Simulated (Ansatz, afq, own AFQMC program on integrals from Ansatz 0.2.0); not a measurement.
**WHCl2 (quartet): quantum Monte Carlo beside coupled cluster at distance W1–Cl2 = 2.070 Å, def2-SVP**

How near does AFQMC come to the top of the ladder for WHCl2 (quartet)?

Computed with Ansatz 0.2.0, Gaussian basis, and an in-house AFQMC program (afq) on its integrals; all values are calculated. Level: def2-SVP, frozen cores.

The runs, in order: CCSD(T) on UHF; PBE (unrestricted); CCSDT(Q) on UHF; r2SCAN (unrestricted); PBE0 (unrestricted); B3LYP (unrestricted); wB97M-V (unrestricted); B2PLYP (unrestricted); Phaseless AFQMC, CISD trial on UHF.

3 further runs of the same task are left out: 2 for a known fault of the program, 1 that didn't finish.

### Step 1. The system

The geometry derives from a PBE0/def2-TZVP stationary point (not a proven minimum). One bond is set to the value named and the two fragments are kept rigid. No spin-orbit coupling is included. Elements past krypton take def2 core potentials.

4 atoms, charge 0, spin multiplicity 4.

Atoms are counted from 1 here; the program's logs count them from 0.

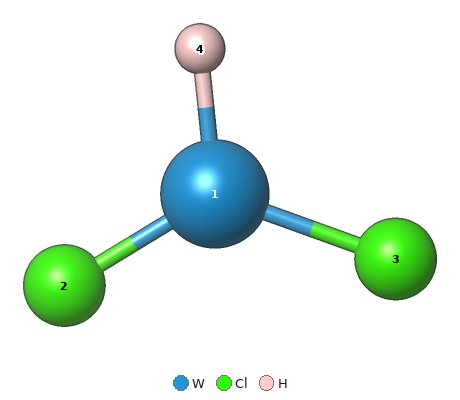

The geometry (tungsten blue, chlorine green, hydrogen pink); atoms are numbered from 1 in the order of the file.

Coordinates:

```xyz
4
charge 0, multiplicity 4
W     0.00000   -0.25244   -0.02276
Cl    0.00000    0.64310   -1.88901
Cl    0.00000    0.72188    2.00767
H     0.00000   -1.96842   -0.02276
```

### Step 2. CCSD(T) on UHF

Input file in.yaml:

```yaml
crystal:
  periodic: [false, false, false]
  atoms:
    - {symbol: W, position_ang: [0.000000, -0.252441, -0.022758]}
    - {symbol: Cl, position_ang: [0.000000, 0.643101, -1.889013]}
    - {symbol: Cl, position_ang: [0.000000, 0.721883, 2.007673]}
    - {symbol: H, position_ang: [0.000000, -1.968422, -0.022758]}
basis:
  gaussian: {orbitals: def2-SVP}
magnetization: {spin_polarized: true, initial_magnetization: 3}
correlation: {method: ccsd_t, electrons: outside_noble_gas, hamiltonian_folder: ham}
```

Command:

```console
ansatz run in.yaml --threads 1 --pin off --events-out ev --progress --plain --max-ram 16896MiB --backend cuda --devices 0, --max-vram 18GiB
```

Log, shortened:

```text
Functional definition: HF
  name "HF"
  cite "Fock, Z. Phys. 61, 126 (1930) doi:10.1007/BF01340294"
  parent pbe
[...]
687 factors; integrals over basis functions are off by at most 1.3e-3 eV
[...]
mean field -26823.18628524 eV, -985.7339145739 hartree, gradient 1.9e-6 eV, S^2 3.784590; 11 other end points of the search recorded, 0 dependent functions left out
determinant -26823.18628524 eV, -985.7339145739 hartree, with singles and doubles -26834.61346402 eV, -986.1538556484 hartree
determinant -26822.27246264 eV, -985.7003322126 hartree, with singles and doubles -26833.75802701 eV, -986.1224189181 hartree
determinant -26821.46713774 eV, -985.6707370686 hartree, with singles and doubles -26832.79984066 eV, -986.0872062193 hartree
determinant -26821.03382839 eV, -985.6548132436 hartree, with singles and doubles -26832.26706129 eV, -986.0676269387 hartree
determinant -26820.92075284 eV, -985.6506577939 hartree, with singles and doubles -26832.38071663 eV, -986.0718036953 hartree
determinant -26820.18134375 eV, -985.6234850111 hartree, with singles and doubles -26831.50986785 eV, -986.0398005929 hartree
determinant -26819.76144664 eV, -985.6080540766 hartree, with singles and doubles -26830.95708488 eV, -986.0194861934 hartree
14 core orbitals not correlated: weight in the atoms' cores, before any rotation towards them, 0.992 or more for the frozen orbitals, at most 0.004 for the correlated occupied ones
reference -26823.18628524 eV, -985.7339145739 hartree; 12, 9 occupied and 47, 50 virtual orbitals, 687 factors
second order -10.54712662 eV of doubles, -0.00000000 eV of singles
cycle   1  -11.42849835 eV  change   -1.3e-3 eV  update   1.2e-3
[...]
cycle   8  -11.42942018 eV  change    1.7e-5 eV  update   6.8e-6
perturbative correction -0.33687507 eV, -0.0123799303 hartree
Total energy: -26834.95258048 eV, -986.1663179486 hartree
```

It took 3.2 s on 1 × NVIDIA H100 80GB HBM3 with 1 thread of AMD EPYC 7R13 (Zen 3), shared host; peak host memory 0.84 GiB.

From the report: ⟨S²⟩ of the determinant 3.785 (pure quartet: 3.75); correlation -11.7663 eV; T1 0.022; largest double amplitude 0.02.

This run also writes the integrals to the folder ham.

### Step 3. PBE (unrestricted)

Changes to in.yaml since step 2:

```diff
@@ -10,2 +10,3 @@
 magnetization: {spin_polarized: true, initial_magnetization: 3}
-correlation: {method: ccsd_t, electrons: outside_noble_gas, hamiltonian_folder: ham}
+hamiltonian: {xc: {name: PBE}}
+output: {orbitals: {seedname: orbitals}}
```

Command:

```console
ansatz run in.yaml --threads 1 --pin off --events-out ev --progress --plain --max-ram 5632MiB --backend cpu
```

Log:

```text
Functional definition: PBE
  name "PBE"
  cite "Perdew, Burke & Ernzerhof, Phys. Rev. Lett. 77, 3865 (1996) doi:10.1103/PhysRevLett.77.3865"
  parent pbe
  parameter kappa = 0.804
  parameter beta = 0.06672455060314922
  exchange = pbe_x(kappa = kappa, mu = beta*pi^2/3)
  correlation = pbe_c(beta = beta)
755 factors; their error is unknown
mean field evaluation 1: about -26868.8591 eV, gradient 1.5e1 eV
mean field evaluation 2: about -26865.7209 eV, gradient 2.8e1 eV
mean field evaluation 4: about -26870.4188 eV, gradient 2.1e0 eV
mean field evaluation 8: about -26870.3925 eV, gradient 1.5e-1 eV
mean field evaluation 16: about -26870.3926 eV, gradient 1.5e-5 eV
mean field evaluation 32: about -26870.2858 eV, gradient 3.4e0 eV
mean field -26870.39261136 eV, -987.4687150613 hartree, gradient 1.5e-5 eV, S^2 3.761811; 5 other end points of the search recorded, 0 dependent functions left out
reference -26870.39266272 eV, -987.4687169488 hartree; 26, 23 occupied and 47, 50 virtual orbitals, 755 factors
Total energy: -26870.39266272 eV, -987.4687169488 hartree
```

Run time: 6 s. Hardware: 1 thread of AMD EPYC 7R13 (Zen 3), shared host; peak memory 0.73 GiB.

From the report: ⟨S²⟩ of the determinant 3.762 (pure quartet: 3.75).

### Step 4. CCSDT(Q) on UHF

Changes to in.yaml since step 3:

```diff
@@ -10,3 +10,2 @@
 magnetization: {spin_polarized: true, initial_magnetization: 3}
-hamiltonian: {xc: {name: PBE}}
-output: {orbitals: {seedname: orbitals}}
+correlation: {method: ccsdt_q, electrons: outside_noble_gas}
```

Command:

```console
ansatz run in.yaml --threads 1 --pin off --events-out ev --progress --plain --max-ram 16896MiB --backend cuda --devices 0, --max-vram 18GiB
```

Log, shortened:

```text
Functional definition: HF
  name "HF"
  cite "Fock, Z. Phys. 61, 126 (1930) doi:10.1007/BF01340294"
  parent pbe
[...]
1283 factors; integrals over basis functions are off by at most 1.7e-7 eV
[...]
mean field -26823.18643572 eV, -985.7339201041 hartree, gradient 1.8e-6 eV, S^2 3.784590; 11 other end points of the search recorded, 0 dependent functions left out
determinant -26823.18643572 eV, -985.7339201041 hartree, with singles and doubles -26834.61361827 eV, -986.1538613169 hartree
determinant -26822.27262203 eV, -985.7003380703 hartree, with singles and doubles -26833.75819040 eV, -986.1224249225 hartree
determinant -26821.46729305 eV, -985.6707427760 hartree, with singles and doubles -26832.79999827 eV, -986.0872120113 hartree
determinant -26821.03398845 eV, -985.6548191258 hartree, with singles and doubles -26832.26722531 eV, -986.0676329661 hartree
determinant -26820.92092120 eV, -985.6506639811 hartree, with singles and doubles -26832.38088585 eV, -986.0718099141 hartree
determinant -26820.18150695 eV, -985.6234910086 hartree, with singles and doubles -26831.51003342 eV, -986.0398066776 hartree
determinant -26819.76161661 eV, -985.6080603232 hartree, with singles and doubles -26830.95725649 eV, -986.0194925002 hartree
14 core orbitals not correlated: weight in the atoms' cores, before any rotation towards them, 0.992 or more for the frozen orbitals, at most 0.004 for the correlated occupied ones
reference -26823.18643572 eV, -985.7339201041 hartree; 12, 9 occupied and 47, 50 virtual orbitals, 1283 factors
second order -10.54714197 eV of doubles, -0.00000000 eV of singles
cycle   1  -11.01777901 eV  change   -4.7e-1 eV  update   1.2e-1
[...]
cycle  18  -11.79666408 eV  change    1.6e-6 eV  update   2.3e-6
perturbative correction -0.02375778 eV, -0.0008730825 hartree
Total energy: -26835.00685758 eV, -986.1683125953 hartree
```

Run time: 17 s. Hardware: 1 × NVIDIA H100 80GB HBM3 with 1 thread of AMD EPYC 7R13 (Zen 3), shared host; peak host memory 1 GiB.

From the report: ⟨S²⟩ of the determinant 3.785 (pure quartet: 3.75); correlation -11.8204 eV; T1 0.023; largest double amplitude 0.03.

### Step 5. r2SCAN (unrestricted)

Changes to in.yaml since step 4:

```diff
@@ -10,2 +10,2 @@
 magnetization: {spin_polarized: true, initial_magnetization: 3}
-correlation: {method: ccsdt_q, electrons: outside_noble_gas}
+hamiltonian: {xc: {name: r2SCAN}}
```

Command:

```console
ansatz run in.yaml --threads 1 --pin off --events-out ev --progress --plain --max-ram 5632MiB --backend cpu
```

Log:

```text
Functional definition: r2SCAN
  name "r2SCAN"
  cite "Furness, Kaplan, Ning, Perdew & Sun, J. Phys. Chem. Lett. 11, 8208 (2020) doi:10.1021/acs.jpclett.0c02405"
  cite "Furness, Kaplan, Ning, Perdew & Sun, J. Phys. Chem. Lett. 11, 9248 (2020) doi:10.1021/acs.jpclett.0c03077"
  parent r2scan
  parameter k0 = 0.174
  parameter k1 = 0.065
  parameter a1 = 4.9479
  exchange = r2scan_x(k0 = k0, k1 = k1, a1 = a1)
  correlation = r2scan_c
755 factors; their error is unknown
mean field evaluation 1: about -26878.0568 eV, gradient 1.3e1 eV
mean field evaluation 2: about -26876.7284 eV, gradient 2.1e1 eV
mean field evaluation 4: about -26879.3018 eV, gradient 1.9e0 eV
mean field evaluation 8: about -26879.3225 eV, gradient 1.2e-1 eV
mean field evaluation 16: about -26879.2719 eV, gradient 4.3e-4 eV
mean field evaluation 32: about -26878.5062 eV, gradient 6.8e-1 eV
mean field -26879.27194737 eV, -987.7950246409 hartree, gradient 2.4e-5 eV, S^2 3.768592; 4 other end points of the search recorded, 0 dependent functions left out
reference -26879.27197216 eV, -987.7950255520 hartree; 26, 23 occupied and 47, 50 virtual orbitals, 755 factors
Total energy: -26879.27197216 eV, -987.7950255520 hartree
```

Wall time 15 s (1 thread of AMD EPYC 7R13 (Zen 3), shared host); peak memory 0.73 GiB.

From the report: ⟨S²⟩ of the determinant 3.769 (pure quartet: 3.75).

### Step 6. PBE0 (unrestricted)

Changes to in.yaml since step 5:

```diff
@@ -10,2 +10,3 @@
 magnetization: {spin_polarized: true, initial_magnetization: 3}
-hamiltonian: {xc: {name: r2SCAN}}
+hamiltonian: {xc: {name: PBE0}}
+output: {orbitals: {seedname: orbitals}}
```

Same command.

Log:

```text
Functional definition: PBE0
  name "PBE0"
  cite "Adamo & Barone, J. Chem. Phys. 110, 6158 (1999) doi:10.1063/1.478522"
  cite "Perdew, Burke & Ernzerhof, Phys. Rev. Lett. 77, 3865 (1996) doi:10.1103/PhysRevLett.77.3865"
  parent pbe
  parameter a = 0.25
  parameter kappa = 0.804
  parameter beta = 0.06672455060314922
  exchange = (1 - a)*pbe_x(kappa = kappa, mu = beta*pi^2/3) + a*exact_x
  correlation = pbe_c(beta = beta)
687 factors; integrals over basis functions are off by at most 1.3e-3 eV
mean field evaluation 1: about -26870.4402 eV, gradient 8.8e0 eV
mean field evaluation 2: about -26870.7338 eV, gradient 7.8e0 eV
mean field evaluation 4: about -26871.0831 eV, gradient 1.2e0 eV
mean field evaluation 8: about -26871.2140 eV, gradient 6.2e-2 eV
mean field evaluation 16: about -26871.2141 eV, gradient 2.3e-4 eV
mean field -26871.21409706 eV, -987.4989041038 hartree, gradient 2.2e-5 eV, S^2 3.764942; 1 other end points of the search recorded, 0 dependent functions left out
reference -26871.21413552 eV, -987.4989055174 hartree; 26, 23 occupied and 47, 50 virtual orbitals, 687 factors
Total energy: -26871.21413552 eV, -987.4989055174 hartree
```

It took 4 s on 1 thread of AMD EPYC 7R13 (Zen 3), shared host; peak memory 0.99 GiB.

From the report: ⟨S²⟩ of the determinant 3.765 (pure quartet: 3.75).

### Step 7. B3LYP (unrestricted)

Changes to in.yaml since step 6:

```diff
@@ -10,3 +10,2 @@
 magnetization: {spin_polarized: true, initial_magnetization: 3}
-hamiltonian: {xc: {name: PBE0}}
-output: {orbitals: {seedname: orbitals}}
+hamiltonian: {xc: {name: B3LYP}}
```

Same command.

Log, shortened:

```text
Functional definition: B3LYP
  name "B3LYP"
  cite "Stephens, Devlin, Chabalowski & Frisch, J. Phys. Chem. 98, 11623 (1994) doi:10.1021/j100096a001"
  cite "Becke, Phys. Rev. A 38, 3098 (1988) doi:10.1103/PhysRevA.38.3098"
  cite "Lee, Yang & Parr, Phys. Rev. B 37, 785 (1988) doi:10.1103/PhysRevB.37.785"
  cite "Vosko, Wilk & Nusair, Can. J. Phys. 58, 1200 (1980) doi:10.1139/p80-159"
[...]
687 factors; integrals over basis functions are off by at most 1.3e-3 eV
[...]
mean field -26881.02413109 eV, -987.8594162050 hartree, gradient 5.3e-6 eV, S^2 3.760740; 1 other end points of the search recorded, 0 dependent functions left out
reference -26881.02438013 eV, -987.8594253572 hartree; 26, 23 occupied and 47, 50 virtual orbitals, 687 factors
Total energy: -26881.02438013 eV, -987.8594253572 hartree
```

Run time: 4.4 s. Hardware: 1 thread of AMD EPYC 7R13 (Zen 3), shared host; peak memory 1.6 GiB.

From the report: ⟨S²⟩ of the determinant 3.761 (pure quartet: 3.75).

### Step 8. wB97M-V (unrestricted)

Changes to in.yaml since step 7:

```diff
@@ -10,2 +10,3 @@
 magnetization: {spin_polarized: true, initial_magnetization: 3}
-hamiltonian: {xc: {name: B3LYP}}
+hamiltonian: {xc: {name: wB97M-V}}
+output: {orbitals: {seedname: orbitals}}
```

Launched as before.

Log, shortened:

```text
Functional definition: wB97M-V
  name "wB97M-V"
  cite "Mardirossian & Head-Gordon, J. Chem. Phys. 144, 214110 (2016) doi:10.1063/1.4952647"
  cite "Becke, J. Chem. Phys. 107, 8554 (1997) doi:10.1063/1.475007"
  cite "Vydrov & Van Voorhis, J. Chem. Phys. 133, 244103 (2010) doi:10.1063/1.3521275"
  # Of w^i u^j: cxij and so on, Table III.
[...]
  gx(w, u) = 1 - cx + cx01*u + cx10*w
  gss(w, u) = css00 + css04*u^4 + css10*w + css20*w^2 + css43*w^4*u^3
  gos(w, u) = cos00 + cos10*w + (cos20 + cos21*u)*w^2 + (cos60 + cos61*u)*w^6
[...]
      + integral(e_c_pw_mod_opposite_spin*gos(b97_w_opposite, b97_u_opposite)) + vv10(b, c)
687 factors; integrals over basis functions are off by at most 1.3e-3 eV
158 factors; integrals over basis functions are off by at most 5.7e-4 eV
[...]
mean field -26875.85412971 eV, -987.6694221585 hartree, gradient 3.1e-5 eV, S^2 3.761434; 1 other end points of the search recorded, 0 dependent functions left out
reference -26875.85418877 eV, -987.6694243292 hartree; 26, 23 occupied and 47, 50 virtual orbitals, 687 factors
Total energy: -26875.85418877 eV, -987.6694243292 hartree
```

Run time: 22 s. Hardware: 1 thread of AMD EPYC 7R13 (Zen 3), shared host; peak memory 1.6 GiB.

From the report: ⟨S²⟩ of the determinant 3.761 (pure quartet: 3.75).

### Step 9. B2PLYP (unrestricted)

Changes to in.yaml since step 8:

```diff
@@ -10,3 +10,3 @@
 magnetization: {spin_polarized: true, initial_magnetization: 3}
-hamiltonian: {xc: {name: wB97M-V}}
-output: {orbitals: {seedname: orbitals}}
+hamiltonian: {xc: {name: B2PLYP}}
+correlation: {electrons: outside_noble_gas}
```

Launched as before.

Log, shortened:

```text
Functional definition: B2PLYP
  name "B2PLYP"
  cite "Grimme, J. Chem. Phys. 124, 034108 (2006) doi:10.1063/1.2148954"
  cite "Becke, Phys. Rev. A 38, 3098 (1988) doi:10.1103/PhysRevA.38.3098"
  cite "Lee, Yang & Parr, Phys. Rev. B 37, 785 (1988) doi:10.1103/PhysRevB.37.785"
[...]
687 factors; integrals over basis functions are off by at most 1.3e-3 eV
[...]
mean field -26862.24971074 eV, -987.1694689830 hartree, gradient 8.3e-6 eV, S^2 3.767356; 4 other end points of the search recorded, 0 dependent functions left out
14 core orbitals not correlated: weight in the atoms' cores, before any rotation towards them, 0.994 or more for the frozen orbitals, at most 0.003 for the correlated occupied ones
reference -26862.24986715 eV, -987.1694747307 hartree; 12, 9 occupied and 47, 50 virtual orbitals, 687 factors
second order -13.36542605 eV of doubles, -0.00000000 eV of singles
Total energy: -26865.85853218 eV, -987.3020907246 hartree
```

Wall time 5.5 s (1 thread of AMD EPYC 7R13 (Zen 3), shared host); peak memory 1.6 GiB.

From the report: ⟨S²⟩ of the determinant 3.767 (pure quartet: 3.75).

### Step 10. Phaseless AFQMC, CISD trial on UHF

It reads the integrals that the CCSD(T) run on this determinant wrote.

Command:

```console
afq ham --method phaseless --trial cisd --walkers 4000 --populations 20 --least-time 60 --time-step 0.005 --steps-per-block 50 --equilibration-blocks 40 --max-blocks 4000 --target-error 0.00028 --factor-cut 1e-05 --start spin_pure --seed 7185 --release-times 0.24,0.48,0.8,1.2 --release-step 0.04 --release-every 4 --taylor-order 6
```

Log:

```text
orbitals 59  electrons 12 9  factors 495 of 687
reference energy -985.73391457 Eh
CCSD correlation -0.42002362 Eh in 15 cycles, weight of the determinant in the CISD state 0.8265
energy of the start -986.152003 Eh
 block  time / (1/Eh)  mean weight  energy / Eh
     1     0.250  1.0000  -986.141113
     2     0.500  1.0005  -986.147037
     3     0.750  1.0001  -986.152563
     4     1.000  1.0003  -986.157013
     5     1.250  1.0000  -986.159109
     6     1.500  0.9998  -986.161376
     7     1.750  0.9999  -986.163790
     8     2.000  0.9998  -986.163790
     9     2.250  1.0006  -986.165198
    10     2.500  1.0004  -986.166117
    11     2.750  1.0001  -986.167711
    13     3.250  0.9998  -986.167360
    15     3.750  0.9998  -986.167865
    17     4.250  0.9996  -986.167237
    19     4.750  0.9999  -986.166986
    21     5.250  1.0000  -986.167284
    23     5.750  1.0003  -986.167662
    25     6.250  0.9999  -986.167629
    27     6.750  0.9999  -986.167967
    29     7.250  0.9998  -986.168733
    31     7.750  1.0001  -986.166848
    33     8.250  1.0003  -986.169489
    35     8.750  0.9999  -986.168446
    37     9.250  1.0001  -986.167941
    39     9.750  1.0000  -986.166824
    41    10.250  0.9995  -986.167656
    43    10.750  1.0003  -986.169270
    45    11.250  0.9999  -986.167888
    47    11.750  1.0005  -986.166776
    49    12.250  1.0003  -986.167856
    51    12.750  1.0000  -986.168018
    53    13.250  1.0003  -986.167350
    55    13.750  0.9998  -986.168248
    57    14.250  1.0000  -986.167828
    59    14.750  0.9998  -986.167972
    61    15.250  0.9998  -986.166909
    63    15.750  1.0000  -986.168027
    65    16.250  1.0003  -986.169112
    67    16.750  0.9998  -986.169612
    69    17.250  1.0001  -986.168662
    71    17.750  1.0002  -986.167269
    73    18.250  0.9998  -986.166453
    75    18.750  0.9997  -986.169069
    77    19.250  0.9997  -986.168199
    79    19.750  0.9999  -986.168050
    81    20.250  1.0001  -986.167634
    83    20.750  1.0005  -986.167855
    85    21.250  1.0002  -986.169090
    87    21.750  0.9999  -986.168212
    89    22.250  1.0006  -986.166468
error from the spread of 20 populations
released: time / (1/Eh)  energy / Eh  error  mean overlap
  0.24  -986.168284  0.000228  0.9978
  0.48  -986.168325  0.000224  0.9980
  0.80  -986.168553  0.000254  0.9938
  1.20  -986.168823  0.000287  0.9887
energy -986.167914 +/- 0.000190 Eh
```

Wall time 89 s (1 × NVIDIA H100 80GB HBM3 with 2 threads of AMD EPYC 7R13 (Zen 3), shared host); peak host memory 1.6 GiB.

Energy -26834.9960 ± 0.0052 eV. Caveats: constraint bias not in the error.

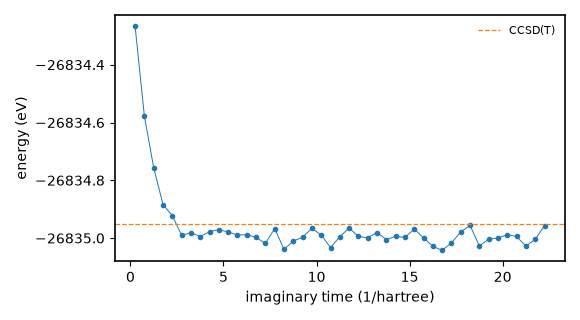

Block energies along the walk.

### Step 11. All levels side by side

On the UHF determinant, counted from CCSDT(Q) (a yardstick, not exact):

| level | energy (eV) | from CCSDT(Q) (kJ/mol) | statistical error (kJ/mol) | time |
| --- | --- | --- | --- | --- |
| HF | -26823.1863 | +1140.5 |  |  |
| MP2 | -26833.7334 | +122.9 |  |  |
| CCSD | -26834.6157 | +37.7 |  |  |
| CCSD(T) | -26834.9526 | +5.2 |  |  |
| CCSDT(Q) | -26835.0069 | 0.0 |  |  |
| Phaseless AFQMC, CISD trial, step 0.005, 4000 walkers | -26834.9960 | +1.0 | 0.5 | 89 s |

The functionals' totals stand on their own zeros and serve differences with other points: PBE -26870.393 eV; r2SCAN -26879.272 eV; PBE0 -26871.214 eV; B3LYP -26881.024 eV; wB97M-V -26875.854 eV; B2PLYP -26865.859 eV.

### Step 12. What came out

| quantity | value |
| --- | --- |
| CCSD(T) on UHF from CCSDT(Q) | +5.2 kJ/mol |
| Phaseless AFQMC, CISD trial on UHF from CCSDT(Q) | +1.0 ± 0.5 kJ/mol |

On UHF the phaseless walk with the CISD trial lies +1.0 kJ/mol from CCSDT(Q), within three error bars. Error bars are statistical and leave out the constraint, the time step and what remains of the start. W carries a core potential, and spin-orbit coupling is left out.
